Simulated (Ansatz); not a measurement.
**H$_{4}$O$_{3}$SSi: density, localisation and related maps**

Input file:

```
crystal:
  periodic: [false, false, false]
  atoms:
    - {symbol: Si, position_ang: [-0.106947, -0.022771, 0.014819]}
    - {symbol: S, position_ang: [1.420299, 1.443467, 0.200433]}
    - {symbol: O, position_ang: [0.201365, -1.394913, 0.839432]}
    - {symbol: H, position_ang: [0.452986, -1.286510, 1.757729]}
    - {symbol: O, position_ang: [-1.402099, 0.800431, 0.576313]}
    - {symbol: O, position_ang: [-0.296887, -0.579139, -1.505766]}
    - {symbol: H, position_ang: [2.359869, 0.615617, -0.287936]}
    - {symbol: H, position_ang: [-2.241724, 0.337433, 0.594139]}
    - {symbol: H, position_ang: [-0.386963, 0.086486, -2.189261]}
basis:
  gaussian: {orbitals: def2-TZVPP}
hamiltonian: {xc: pbe0, dispersion: d4}
output: {orbitals: {seedname: orbitals}}
```

Run with:

```sh
ansatz run in.yaml --threads 4 --pin off --events-out ev --progress --plain --max-ram 9574MiB
```

The reactant side of a reaction path; geometry: PBE0-D4/def2-TZVP.

Theory: Ansatz, RKS PBE0-D4/def2-TZVPP.

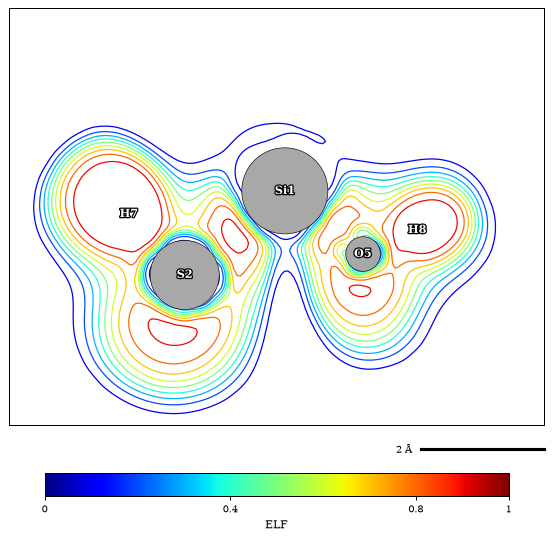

Figure 1. Electron localisation function on the plane of atoms S2, Si1 and O5. Grey discs cover the atomic cores.

### Read the bonding off the picture.

- Atoms in the plane: Si, S, O and H.
- Si–O (1.63 Å): the ELF peaks at about 0.90 between the atoms, as expected for a shared but strongly polarised pair.
- Si–S (2.13 Å): the ELF peaks at about 0.95 between the atoms: localised, covalent bonding.
- O–H (0.96 Å): the ELF climbs to about 1 towards the hydrogen, as it does in any bond to H; an ordinary covalent bond to hydrogen.
- S–H (1.34 Å): the ELF climbs to about 1 towards the hydrogen.
- The ELF also peaks beside S2 and O5, away from the bonds: lone-pair regions.

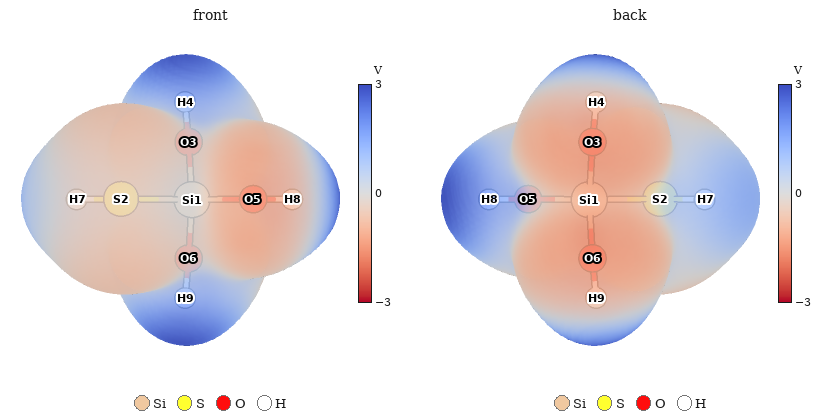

Figure 2. The molecular electrostatic potential painted on the density surface at 0.002 e/bohr³, seen from the front and from behind; red is negative and blue positive.

### Where is the surface potential most negative and most positive?

The most negative region (about −1.4 V) lies over O3 and O6, the most positive (about +2.8 V) over H4, H8 and H9.

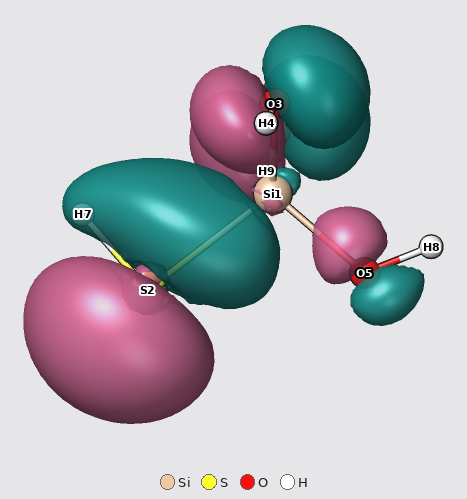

Figure 3. The HOMO−1 at ±0.08 Å⁻³ᐟ² (teal and pink are the two phases), seen from one side.

### Describe this orbital and give its energy.

By Hirshfeld shares it lies mainly on S2 (about 50 %), O3 (about 15 %), O6 (about 15 %) and Si1 (about 10 %); largely a combination of lone pairs on S2, O3 and O6. Its energy is −9.01 eV.
